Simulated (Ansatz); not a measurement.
# Response to strain in Ga2O3

Start from Ga2O3 in the corundum structure (space group R-3c, No. 167; a = 5.058 Å, c = 13.623 Å (hexagonal axes)). Axes: x lies along a and z along c of the hexagonal cell.

Strains are applied to the cell and any free atomic positions relax.

Method: PBE in Ansatz (plane waves to 420 eV, PAW, without spin-orbit coupling).

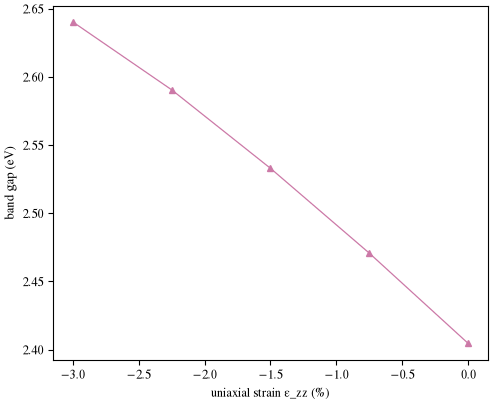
Band gap against uniaxial strain ε_zz

Question: From the plot, what is the band gap for uniaxial strain ε_zz = −3.00 %?

Answer: About 2.64 eV.

Question: Is the trend monotonic over the range shown?

Answer: Yes, it falls throughout, spanning 2.40 eV to 2.64 eV.

Whether these cells are dynamically stable was not tested.

Ansatz is an electronic-structure program.
